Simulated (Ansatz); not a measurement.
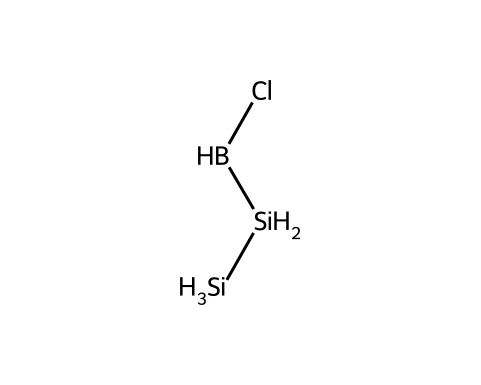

Skeletal drawing of a molecule.

Question: Give its SMILES.

Answer: [SiH3][SiH2]BCl

Question: What is the molecular formula?

Answer: BClH6Si2.

Question: An optimisation with PBE0-D4/def2-TZVP gave a structure of which point group?

Answer: C1. Other conformers may differ.

More results for the same structure follow; atom numbers are the same in all pictures, views and colours differ. The computed structure is the end point of a PBE0-D4/def2-TZVP optimisation.

**Geometry**

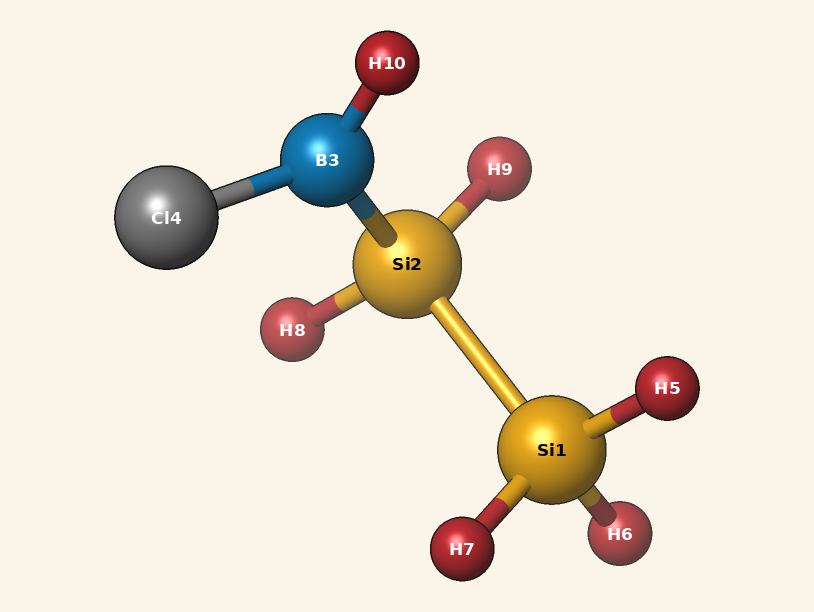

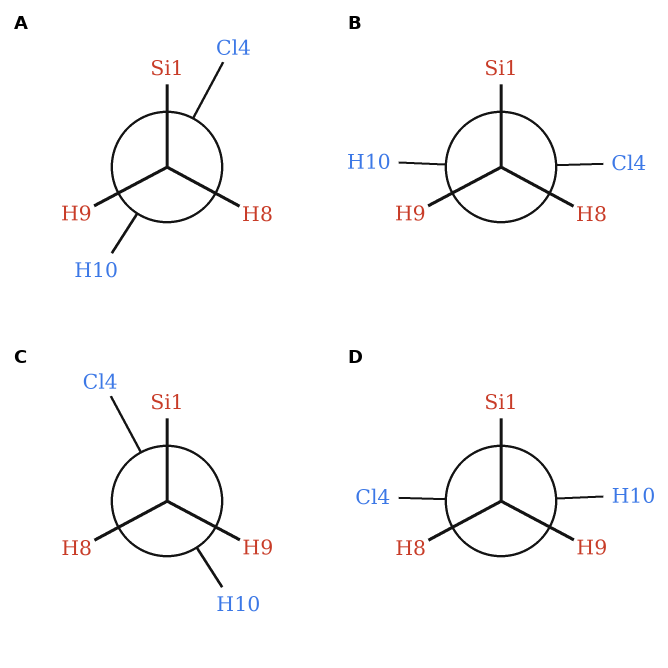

Distant atoms are faded towards the background colour. Bonds that would overlap in a projection are set slightly apart.

Question: Which Newman projection shows the view along Si2–B3, with Si2 in front?

Answer: D. The torsion angle Si1–Si2–B3–Cl4 is −88°, about perpendicular.

**Vibrations**

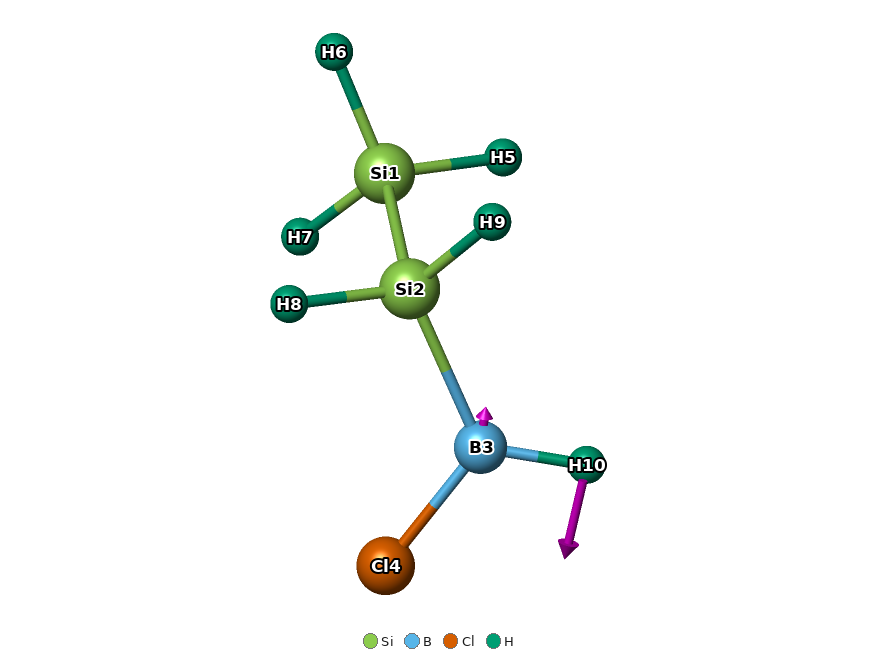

The arrows show one normal mode. Harmonic vibrations computed with RKS PBE0-D4/def2-TZVP (Ansatz 0.2.0) at a stationary point of the same level.

Question: At what wavenumber does it lie?

Answer: 1063 cm⁻¹; it is mode 18 of 24 counted from the lowest.

**Dipole moment**

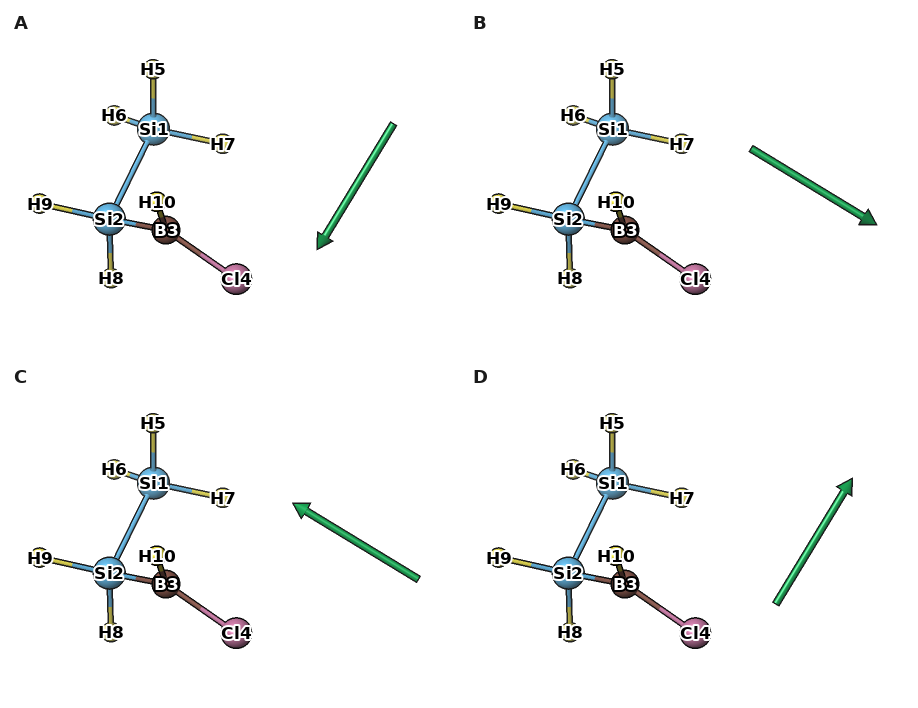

The same molecule four times, each with an arrow. Properties computed with RKS r2SCAN-D4/def2-TZVPP (Ansatz 0.2.0).

Question: Which arrow points along the dipole moment, from the negative to the positive end?

Answer: C. The dipole moment is 0.48 D; it points from the side of Cl4 to the side of H9 (the outermost atoms at the two ends).

**Electronic properties**

Method: RKS ωB97M-V/def2-SVP (Ansatz 0.2.0).

Question: Estimate the HOMO energy (Kohn–Sham orbital).

Answer: −9.80 eV.

Question: Estimate the LUMO energy (Kohn–Sham orbital).

Answer: −0.20 eV.
